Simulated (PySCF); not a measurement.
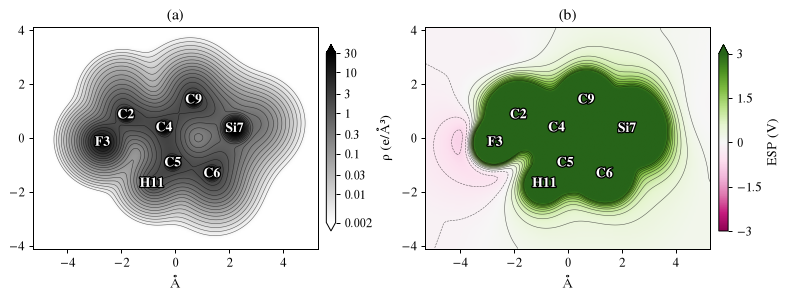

Figure. C5H7F3Si. (a) electron density; (b) molecular electrostatic potential on the plane of atoms C2, C4 and C5.

Geometry: PBE0-D3(BJ)/def2-SVP.

Theory: PySCF, CAM-B3LYP/def2-SVPD, SCF density, gas phase.

```
atom    x (Å)    y (Å)    z (Å)
   F   2.9055   0.8014   1.1595
   C   2.4224  -0.0689   0.2364
   F   2.8468  -1.3049   0.5725
   C   0.9285   0.0134   0.1948
   C   0.1403  -1.0649   0.3334
   C  -1.3522  -0.8905   0.2729
  Si  -1.5321   0.9476  -0.1023
   F  -2.1000   1.1784  -1.6142
   C   0.3013   1.3689  -0.0127
   H   2.8795   0.1974  -0.7357
   H   0.5809  -2.0541   0.4898
   H  -1.8325  -1.1909   1.2204
   H  -1.8074  -1.5216  -0.5104
   H  -2.4253   1.7222   0.8011
   H   0.5580   2.0520   0.8144
   H   0.6588   1.8537  -0.9386
```

Q: Interpret the plot.

A:
- Atoms in the plane: C, F, Si and H.
- C–C (1.34 Å): ρ at the midpoint is about 2.3 e/Å³.
- C–F (1.35 Å): ρ at the midpoint is about 2.3 e/Å³, with its minimum of 1.7 e/Å³ about 0.5 Å from C.
- C–Si (1.88 Å): ρ is about 0.98 e/Å³ halfway.
- C–H (1.09 Å): ρ at the midpoint is about 2 e/Å³.
- C–C (1.50 Å): the density is about 1.8 e/Å³ at the midpoint.
- Outside the dense part of the molecule the potential is most negative (−0.8 V) near F3.
